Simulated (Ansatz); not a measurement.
# C3H12ClGeN3: how energies converge with the basis set

How large a basis does C3H12ClGeN3 need? Two functionals are run in growing sets.

Program: Ansatz 0.2.0, Gaussian basis. Level of theory: one geometry, several basis sets. These are calculated values, not measurements.

The runs, in order: PBE0-D4/def2-SVP; ωB97M-V/def2-SVP; PBE0-D4/def2-QZVPP; ωB97M-V/def2-QZVPP; the functionals' def2-TZVPP values are taken from earlier runs.

**1. The relaxed structure**

All runs share one geometry, relaxed beforehand with PBE0-D4 in a triple-zeta def2 set.

SMILES `C[NH][Ge]([Cl])([NH]C)[NH]C`, 20 atoms, charge 0, spin multiplicity 1.

Atoms are counted from 1 here; the program's logs count them from 0.

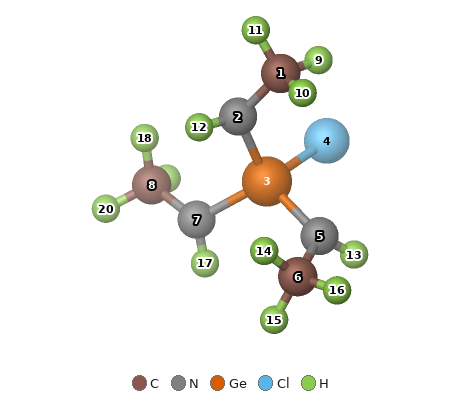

The structure; carbon brown, nitrogen grey, germanium orange, chlorine blue, hydrogen green; atoms are numbered from 1 in the order of the file.

**2. PBE0-D4 in def2-SVP**

Input file in.yaml:

```yaml
crystal:
  periodic: [false, false, false]
  atoms:
    - {symbol: C, position_ang: [2.402755, 1.122691, 0.287597]}
    - {symbol: N, position_ang: [1.483175, 0.117258, -0.203748]}
    - {symbol: Ge, position_ang: [-0.128657, -0.158896, 0.571413]}
    - {symbol: Cl, position_ang: [0.252937, -0.628534, 2.655652]}
    - {symbol: N, position_ang: [-1.212853, 1.291591, 0.679230]}
    - {symbol: C, position_ang: [-1.781414, 1.903520, -0.502100]}
    - {symbol: N, position_ang: [-0.873223, -1.522974, -0.367346]}
    - {symbol: C, position_ang: [-0.210399, -2.812974, -0.456641]}
    - {symbol: H, position_ang: [2.447298, 1.070588, 1.377450]}
    - {symbol: H, position_ang: [2.129909, 2.150517, 0.015940]}
    - {symbol: H, position_ang: [3.411836, 0.926126, -0.085256]}
    - {symbol: H, position_ang: [1.465335, 0.034543, -1.209046]}
    - {symbol: H, position_ang: [-1.794175, 1.341017, 1.500712]}
    - {symbol: H, position_ang: [-1.043190, 1.897805, -1.308524]}
    - {symbol: H, position_ang: [-2.682905, 1.404969, -0.882635]}
    - {symbol: H, position_ang: [-2.030709, 2.951086, -0.308144]}
    - {symbol: H, position_ang: [-1.867604, -1.609907, -0.214221]}
    - {symbol: H, position_ang: [0.858954, -2.660502, -0.612757]}
    - {symbol: H, position_ang: [-0.327487, -3.431736, 0.441715]}
    - {symbol: H, position_ang: [-0.591185, -3.376987, -1.313190]}
basis:
  gaussian: {orbitals: def2-SVP}
hamiltonian: {xc: pbe0, dispersion: d4}
output: {orbitals: {seedname: orbitals}}
```

Run with:

```
$ ansatz run in.yaml --threads 4 --pin off --events-out ev --progress --plain --max-ram 46080MiB --backend cpu
```

Output:

```text
Functional definition: PBE0
  name "PBE0"
  cite "Adamo & Barone, J. Chem. Phys. 110, 6158 (1999) doi:10.1063/1.478522"
  cite "Perdew, Burke & Ernzerhof, Phys. Rev. Lett. 77, 3865 (1996) doi:10.1103/PhysRevLett.77.3865"
  parent pbe
  parameter a = 0.25
  parameter kappa = 0.804
  parameter beta = 0.06672455060314922
  exchange = (1 - a)*pbe_x(kappa = kappa, mu = beta*pi^2/3) + a*exact_x
  correlation = pbe_c(beta = beta)
1963 factors; integrals over basis functions are off by at most 1.4e-3 eV
mean field evaluation 1: about -76767.8515 eV, gradient 8.2e1 eV
mean field evaluation 2: about -76756.3974 eV, gradient 1.1e2 eV
mean field evaluation 4: about -76782.2171 eV, gradient 3.5e0 eV
mean field evaluation 8: about -76782.6090 eV, gradient 4.4e-1 eV
mean field evaluation 16: about -76782.6094 eV, gradient 9.1e-5 eV
mean field -76782.60942172 eV, -2821.7088511262 hartree, gradient 2.8e-5 eV, S^2 0.000000; 0 other end points of the search recorded, 0 dependent functions left out
reference -76782.60945655 eV, -2821.7088524062 hartree; 50, 50 occupied and 144, 144 virtual orbitals, 1963 factors
Total energy: -76783.07905319 eV, -2821.7261097643 hartree
```

Wall time 4.6 s (4 threads of AMD EPYC 7R13, shared host).

**3. ωB97M-V in def2-SVP**

in.yaml, as its differences from that of step 2:

```diff
@@ -25,3 +25,3 @@
   gaussian: {orbitals: def2-SVP}
-hamiltonian: {xc: pbe0, dispersion: d4}
+hamiltonian: {xc: {name: wB97M-V}}
 output: {orbitals: {seedname: orbitals}}
```

The command is unchanged.

Output, cut to the lines that bear on the results:

```text
Functional definition: wB97M-V
  name "wB97M-V"
  cite "Mardirossian & Head-Gordon, J. Chem. Phys. 144, 214110 (2016) doi:10.1063/1.4952647"
  cite "Becke, J. Chem. Phys. 107, 8554 (1997) doi:10.1063/1.475007"
  cite "Vydrov & Van Voorhis, J. Chem. Phys. 133, 244103 (2010) doi:10.1063/1.3521275"
  # Of w^i u^j: cxij and so on, Table III.
[...]
  gx(w, u) = 1 - cx + cx01*u + cx10*w
  gss(w, u) = css00 + css04*u^4 + css10*w + css20*w^2 + css43*w^4*u^3
  gos(w, u) = cos00 + cos10*w + (cos20 + cos21*u)*w^2 + (cos60 + cos61*u)*w^6
[...]
      + integral(e_c_pw_mod_opposite_spin*gos(b97_w_opposite, b97_u_opposite)) + vv10(b, c)
1963 factors; integrals over basis functions are off by at most 1.4e-3 eV
529 factors; integrals over basis functions are off by at most 6.7e-6 eV
[...]
mean field -76795.40056896 eV, -2822.1789171174 hartree, gradient 5.0e-5 eV, S^2 0.000000; 0 other end points of the search recorded, 0 dependent functions left out
reference -76795.40062378 eV, -2822.1789191319 hartree; 50, 50 occupied and 144, 144 virtual orbitals, 1963 factors
Total energy: -76795.40062378 eV, -2822.1789191319 hartree
```

Wall time 12 s (4 threads of AMD EPYC 7R13, shared host).

**4. PBE0-D4 in def2-QZVPP**

in.yaml, as its differences from that of step 3:

```diff
@@ -24,4 +24,4 @@
 basis:
-  gaussian: {orbitals: def2-SVP}
-hamiltonian: {xc: {name: wB97M-V}}
+  gaussian: {orbitals: "def2-QZVPP.json"}
+hamiltonian: {xc: pbe0, dispersion: d4}
 output: {orbitals: {seedname: orbitals}}
```

Run with:

```
$ ansatz run in.yaml --threads 4 --pin off --events-out ev --progress --plain --max-ram 46080MiB --backend cuda --devices 0, --max-vram 37GiB
```

Output:

```text
Functional definition: PBE0
  name "PBE0"
  cite "Adamo & Barone, J. Chem. Phys. 110, 6158 (1999) doi:10.1063/1.478522"
  cite "Perdew, Burke & Ernzerhof, Phys. Rev. Lett. 77, 3865 (1996) doi:10.1103/PhysRevLett.77.3865"
  parent pbe
  parameter a = 0.25
  parameter kappa = 0.804
  parameter beta = 0.06672455060314922
  exchange = (1 - a)*pbe_x(kappa = kappa, mu = beta*pi^2/3) + a*exact_x
  correlation = pbe_c(beta = beta)
2720 factors; their error is unknown
mean field evaluation 1: about -76783.5030 eV, gradient 1.0e2 eV
mean field evaluation 2: about -76759.6025 eV, gradient 1.5e2 eV
mean field evaluation 4: about -76804.7165 eV, gradient 6.8e0 eV
mean field evaluation 8: about -76804.8074 eV, gradient 2.8e-1 eV
mean field evaluation 16: about -76804.9605 eV, gradient 2.4e-4 eV
mean field -76804.96051881 eV, -2822.5302387943 hartree, gradient 8.2e-5 eV, S^2 0.000000; 0 other end points of the search recorded, 0 dependent functions left out
reference -76804.96057030 eV, -2822.5302406864 hartree; 50, 50 occupied and 811, 811 virtual orbitals, 2720 factors
Total energy: -76805.43016694 eV, -2822.5474980445 hartree
```

Wall time 8.5 s (1 × H100 (card shared with other runs) with 4 threads of AMD EPYC 7R13, shared host); peak host memory 3.2 GiB.

**5. ωB97M-V in def2-QZVPP**

in.yaml, as its differences from that of step 4:

```diff
@@ -25,3 +25,3 @@
   gaussian: {orbitals: "def2-QZVPP.json"}
-hamiltonian: {xc: pbe0, dispersion: d4}
+hamiltonian: {xc: {name: wB97M-V}}
 output: {orbitals: {seedname: orbitals}}
```

The command is unchanged.

Output, cut to the lines that bear on the results:

```text
Functional definition: wB97M-V
  name "wB97M-V"
  cite "Mardirossian & Head-Gordon, J. Chem. Phys. 144, 214110 (2016) doi:10.1063/1.4952647"
  cite "Becke, J. Chem. Phys. 107, 8554 (1997) doi:10.1063/1.475007"
  cite "Vydrov & Van Voorhis, J. Chem. Phys. 133, 244103 (2010) doi:10.1063/1.3521275"
  # Of w^i u^j: cxij and so on, Table III.
[...]
  gx(w, u) = 1 - cx + cx01*u + cx10*w
  gss(w, u) = css00 + css04*u^4 + css10*w + css20*w^2 + css43*w^4*u^3
  gos(w, u) = cos00 + cos10*w + (cos20 + cos21*u)*w^2 + (cos60 + cos61*u)*w^6
[...]
      + integral(e_c_pw_mod_opposite_spin*gos(b97_w_opposite, b97_u_opposite)) + vv10(b, c)
2692 factors; their error is unknown
660 factors; integrals over basis functions are off by at most 7.1e-6 eV
[...]
mean field -76818.01010329 eV, -2823.0098021783 hartree, gradient 1.9e-5 eV, S^2 0.000000; 0 other end points of the search recorded, 0 dependent functions left out
reference -76818.01018525 eV, -2823.0098051906 hartree; 50, 50 occupied and 811, 811 virtual orbitals, 2692 factors
Total energy: -76818.01018525 eV, -2823.0098051906 hartree
```

It took 36 s on 1 × H100 (card shared with other runs) with 4 threads of AMD EPYC 7R13, shared host; peak host memory 7.6 GiB.

**6. Density functionals: the series**

The def2-TZVPP values come from earlier runs at the same geometry.

| functional | basis | functions | energy (eV) | from the largest (eV) | HOMO (eV) | LUMO (eV) |
| --- | --- | --- | --- | --- | --- | --- |
| PBE0-D4 | def2-SVP | 194 | -76783.0791 | 22.351 | -6.56 | 1.05 |
| PBE0-D4 | def2-TZVPP | 444 | -76803.3749 | 2.055 | -6.75 | 0.48 |
| PBE0-D4 | def2-QZVPP | 861 | -76805.4302 | 0.000 | -6.79 | 0.15 |
| ωB97M-V | def2-SVP | 194 | -76795.4006 | 22.610 | -8.91 | 2.82 |
| ωB97M-V | def2-TZVPP | 444 | -76816.0249 | 1.985 | -9.11 | 2.00 |
| ωB97M-V | def2-QZVPP | 861 | -76818.0102 | 0.000 | -9.15 | 1.35 |

**7. Summary of results**

| quantity | value |
| --- | --- |
| PBE0-D4: double and triple zeta above quadruple | 22.35, 2.06 eV |
| ωB97M-V: double and triple zeta above quadruple | 22.61, 1.99 eV |

In words: PBE0-D4 gains 20.30 eV from double to triple zeta, then 2.06 eV more. These are total energies; as a rule much of such shifts cancels in differences, which this series doesn't test. The LUMO of ωB97M-V is positive and keeps falling with the basis (2.82 to 1.35 eV): an unbound level that the basis holds in place.
